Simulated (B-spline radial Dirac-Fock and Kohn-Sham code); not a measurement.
The ion Nd³⁺ in the configuration [Xe] 4f3, inside a Watson sphere of charge −3 and radius 1.6 Å that stands in for a crystal. Method: independent-particle Coulomb rates on relativistic LDA orbitals, configuration-average energies from Dirac–Fock (computed with a B-spline radial code).

A figure with this caption is to be made: «Auger groups that fill an M4 (3d3/2) hole, as sticks. Kinetic energies count from the vacuum level; very weak lines are left out.» What will it show?

The strongest group is M4-N4N5 at 724.7 eV (29 % of the non-radiative width), followed by M4-N3N4 at 607.6 eV (17 %), M4-N4N4 at 721.0 eV (14 %), M4-N1N4 at 517.2 eV (9.3 %). The lines shown span 471.5 eV to 972.8 eV.

The result:

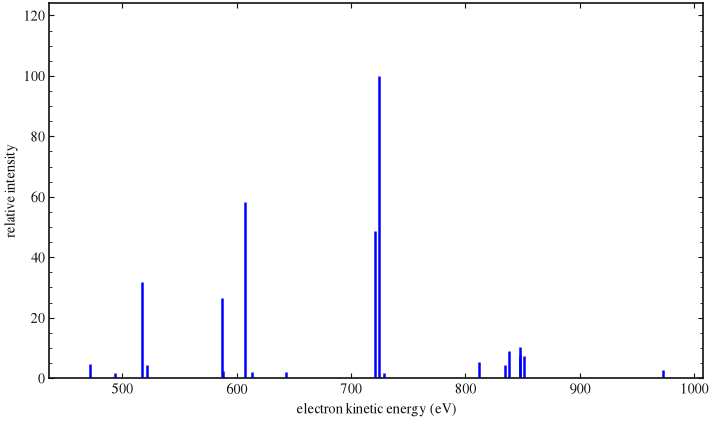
